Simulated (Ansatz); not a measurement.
The reference is SiO2 in the rutile structure (space group P4_2/mnm, No. 136; a = 4.1945 Å, c = 2.6785 Å). Axes: x, y, z lie along a, b, c of the conventional cell.

One thing is altered: uniaxial strain ε_zz = +2.40 %, all other strain components held at zero; the atoms relax in the strained cell.

All numbers come from Kohn–Sham DFT with the PBEsol functional, run in Ansatz (an electronic-structure program) with PAW and 420 eV plane waves, scalar-relativistic without spin-orbit coupling.

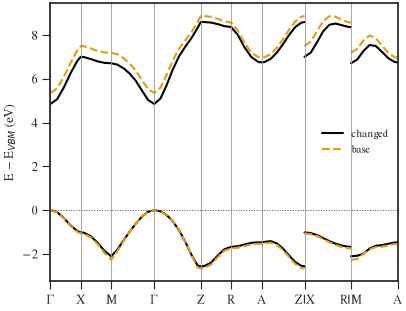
Highest valence and lowest conduction band along the path, each from its own valence-band maximum

### Question
Read the changed gap and its character from the plot.

### Answer
About 4.8 eV, direct at Γ.

Stability against distortions was not tested.
